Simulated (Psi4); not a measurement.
**Energy and gradient calculation of C₆H₁₂Cl₄Si₄ (part 3 of 3)**

The same run, continued: C₆H₁₂Cl₄Si₄; BP86/STO-3G, RKS (Psi4 1.11). The geometry comes from this level: GFN2-xTB.

### What the program printed, continued
```
 #  #
 Irrep: 1
      1:    0.993785910856598
      2:    3.579045070944315
      3:    3.897195690090903
      4:    3.579042847455561
      5:    0.993761458938621
      6:    3.897202175286889
      7:    3.579037352908770
      8:    0.993740529548665
      9:    3.897205161237830
     10:    3.897197172894933
     11:    3.579034262850718
     12:    0.993794431579108
     13:    3.897202247269623
     14:    3.897185362412415
     15:    0.992750810913033
     16:    0.992745964613574
     17:    0.992749346461083
     18:    0.992751310318905
     19:    0.992747725471206
     20:    0.992747494889028
     21:    0.992749841935496
     22:    0.992752358226464
     23:    0.992743276303848
     24:    0.992749582436566
     25:    0.992755113814032
     26:    0.992747157459575

  Variable Map:
  ----------------------------------------------------------------------------
  "CURRENT ENERGY"              =>   -3198.924270732964
  "CURRENT REFERENCE ENERGY"    =>   -3198.924270732964
  "DD SOLVATION ENERGY"         =>       0.000000000000
  "DFT FUNCTIONAL TOTAL ENERGY" =>   -3198.924270732964
  "DFT TOTAL ENERGY"            =>   -3198.924270732964
  "DFT VV10 ENERGY"             =>       0.000000000000
  "DFT XC ENERGY"               =>    -234.079001183598
  "GRID ELECTRONS ALPHA"        =>      85.999980249963
  "GRID ELECTRONS BETA"         =>      85.999980249963
  "GRID ELECTRONS TOTAL"        =>     171.999960499926
  "NUCLEAR REPULSION ENERGY"    =>    2029.806281510169
  "ONE-ELECTRON ENERGY"         =>   -8475.382008528128
  "PCM POLARIZATION ENERGY"     =>       0.000000000000
  "PE ENERGY"                   =>       0.000000000000
  "SCF ITERATION ENERGY"        =>   -3198.924270732964
  "SCF ITERATIONS"              =>      10.000000000000
  "SCF TOTAL ENERGY"            =>   -3198.924270732964
  "TWO-ELECTRON ENERGY"         =>    3480.730457468592
  "XC GRID RADIAL POINTS"       =>      99.000000000000
  "XC GRID SPHERICAL POINTS"    =>     590.000000000000
  "XC GRID TOTAL POINTS"        => 1346354.000000000000

  Array Variable Map:
  ----------------------------------------------------------------------------
  "BP86 DIPOLE"                 =>      -0.000143960825 ... 0.000488044001 1 by 3
  "CURRENT DIPOLE"              =>      -0.000143960825 ... 0.000488044001 1 by 3
  "CURRENT GRADIENT"            =>       0.038298860672 ... 0.000912016300 26 by 3
  "DFT TOTAL GRADIENT"          =>       0.038298860672 ... 0.000912016300 26 by 3
  "SCF DIPOLE"                  =>      -0.000143960825 ... 0.000488044001 1 by 3
  "SCF TOTAL ENERGIES"          =>   -3193.652876009797 ... -3198.924270732964 1 by 11
  "SCF TOTAL GRADIENT"          =>       0.038298860672 ... 0.000912016300 26 by 3

    Psi4 run time: 0:01:10.57
```

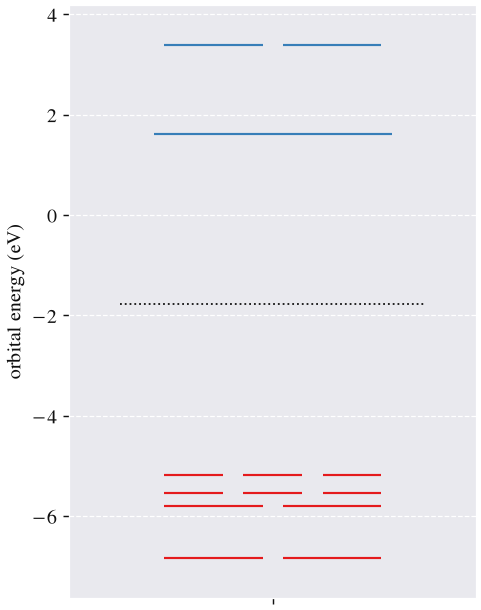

Fig. 1: Orbital energies near the frontier; the dotted line parts filled from empty levels, and levels within 0.02 eV of each other stand side by side. Highest filled −5.17 eV, lowest empty 1.62 eV, 6.79 eV apart.

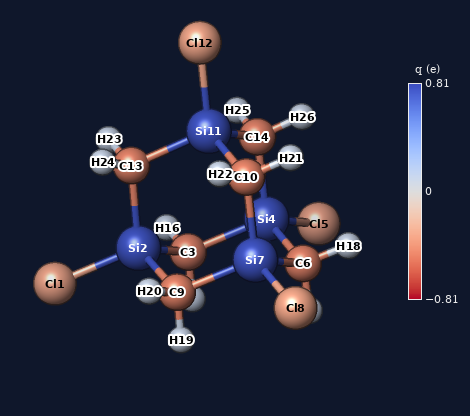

Fig. 2: Mulliken charges, as the colour of each atom (ball-and-stick view, seen at a tilt; atoms are numbered from 1 in the order of the input). By element: Cl −0.33, Si +0.77, C −0.46 and H +0.09 e.

### Key numbers

| quantity | value |
| --- | --- |
| outcome | converged |
| total energy | −3198.924271 hartree |
| basis functions | 114 |
| largest force | 2.430 eV/Å |
| HOMO | −5.17 eV |
| LUMO | 1.62 eV |
| dipole moment | 0.00 D |
| wall time | 72 s |
| peak memory | 1.6 GiB |
